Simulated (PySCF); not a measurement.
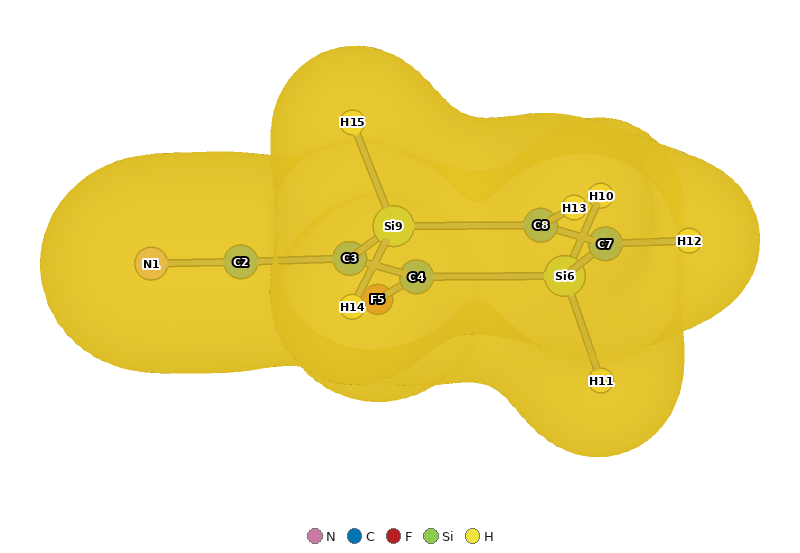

Figure 1: C5H6FNSi2 (SMILES N#CC1=C(F)[SiH2]C=C[SiH2]1). Isosurface of the electron density at 0.05 e/Å³ (yellow), seen from one side.

Geometry: GFN2-xTB.

Method: PBE0/pcSseg-1, SCF density, gas phase, non-relativistic in PySCF.

```
atom    x (Å)    y (Å)    z (Å)
   N   3.8793   0.5431   0.0769
   C   2.7346   0.4660   0.0369
   C   1.3394   0.3082   0.0000
   C   0.5201   1.3359  -0.2566
   F   1.0533   2.5624  -0.4883
  Si  -1.3728   1.3280  -0.3498
   C  -1.9449  -0.4290  -0.0068
   C  -1.1528  -1.4691   0.2517
  Si   0.7259  -1.4499   0.3399
   H  -1.7505   1.7581  -1.7005
   H  -1.8703   2.2595   0.6684
   H  -3.0189  -0.5859  -0.0264
   H  -1.6101  -2.4363   0.4343
   H   1.1743  -1.8433   1.6814
   H   1.2891  -2.3398  -0.6828
```

Question: How is the density connected at this value?

Answer: At this value the surface is in one piece. It bridges the sampled C–N (1.15 Å), C–C (1.33 Å), C–F (1.36 Å) and C–Si (1.88 Å) contacts, where the density stays above the isovalue. On the grid the lowest density along these lines, outside the cores, is 3.3 e/Å³ (C–N, 1.15 Å), 2.3 e/Å³ (C–C, 1.33 Å), 1.7 e/Å³ (C–F, 1.36 Å) and 0.8 e/Å³ (C–Si, 1.88 Å).
